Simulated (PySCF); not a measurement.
## Electronic structure of C$_{2}$H$_{14}$BNO$_{2}$Si$_{3}$ in real space

```xyz
23

C     2.5957    2.0368   -0.5639
O     1.5019    1.5686    0.1986
B     1.2384    0.2517    0.3742
O     2.1120   -0.6261   -0.1836
C     1.9892   -2.0216   -0.1388
Si   -0.4166   -0.0997    1.3703
N    -1.7540   -0.1203    0.2242
Si   -3.2915   -0.7189    0.7873
Si   -1.5680    0.7374   -1.2794
H     3.5392    1.6923   -0.1346
H     2.5605    3.1263   -0.5536
H     2.5276    1.6730   -1.5914
H     2.8055   -2.4327    0.4618
H     2.0697   -2.4098   -1.1573
H     1.0334   -2.3304    0.2931
H    -0.7463    0.9048    2.4014
H    -0.5379   -1.3836    2.1014
H    -3.0789   -2.0754    1.2953
H    -3.8156    0.1390    1.8533
H    -4.2059   -0.7363   -0.3523
H    -2.7456    0.4539   -2.0982
H    -0.3782    0.2176   -1.9636
H    -1.4393    2.1803   -1.0611
```

Geometry: GFN2-xTB.

Theory: PySCF, PBE0/pcSseg-1, SCF density, gas phase, non-relativistic.

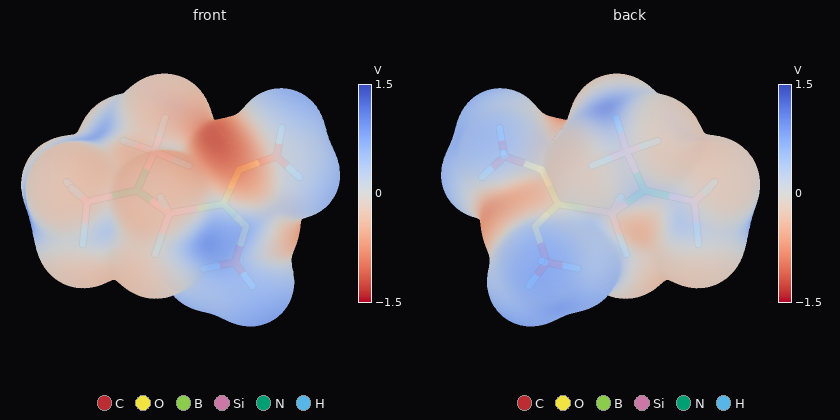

Figure 1. The molecular electrostatic potential painted on the density surface at 0.001 e/bohr³, seen from the front and from behind; red is negative and blue positive.

**Which sites attract a positive test charge, and which a negative one?**

A positive charge is drawn to the negative regions and a negative charge to the positive ones. The most negative region (about −1.1 V, or −25 kcal/mol for a unit charge) lies over O2, the most positive (about +0.8 V, or +18 kcal/mol for a unit charge) over C5, Si6, Si8 and Si9. O2 is the likeliest acceptor of a hydrogen bond.

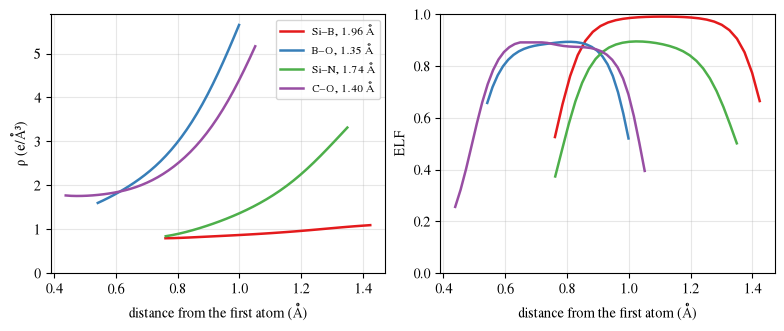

Figure 2. Total electron density and electron localisation function along straight lines between neighbouring atoms. The curves leave out the atomic cores.

**What kind of bonding do the profiles show?**

Si–B (1.96 Å): ρ at the midpoint is about 0.86 e/Å³; the ELF peaks at about 1 between the atoms: localised, covalent bonding.
B–O (1.35 Å): the density is about 2.1 e/Å³ at the midpoint; the ELF peaks at about 0.90 between the atoms; a short, strongly polar bond.
Si–N (1.74 Å): ρ is about 1 e/Å³ halfway; the ELF peaks at about 0.90 between the atoms: a shared but strongly polarised pair.
C–O (1.40 Å): the density is about 2.1 e/Å³ at the midpoint, with its minimum of 1.8 e/Å³ about 0.5 Å from C; the ELF peaks at about 0.90 between the atoms, as expected for a shared but strongly polarised pair.
